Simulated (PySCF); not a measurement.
```tsv
atom	x (Å)	y (Å)	z (Å)
N	1.8391	1.3347	0.2863
C	1.9763	0.3076	-0.3546
C	1.2332	-0.9173	-0.6188
C	-0.0636	-0.8329	0.1336
S	-0.2406	-1.4035	1.6513
O	-1.0002	-0.1277	-0.5575
C	-2.0859	0.3946	0.1190
F	-1.7928	1.6509	0.5686
H	2.5157	2.0825	0.3231
H	1.0599	-0.9987	-1.6947
H	1.8230	-1.7693	-0.2766
H	-2.9122	0.4904	-0.5936
H	-2.3563	-0.2107	0.9960
```

Geometry: GFN2-xTB.

Method: UKS B3LYP, pcH-1 on C F H N O S, non-relativistic, mean-field spin-orbit, GIAO in PySCF 2.14.0, density-fitted response routines.

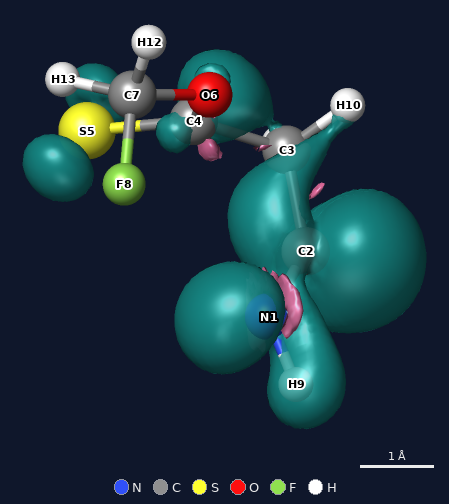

C$_{4}$H$_{5}$FNOS (doublet). Isosurfaces of the spin density (α minus β) at +0.015 (teal) and −0.015 e/Å³ (pink), seen at an oblique angle.

> Where is the unpaired spin?

The unpaired spin (1 electron) lies mostly on C2 (about 0.5), N1 (about 0.2) and C3 (about 0.1), in electrons by Hirshfeld's partition.
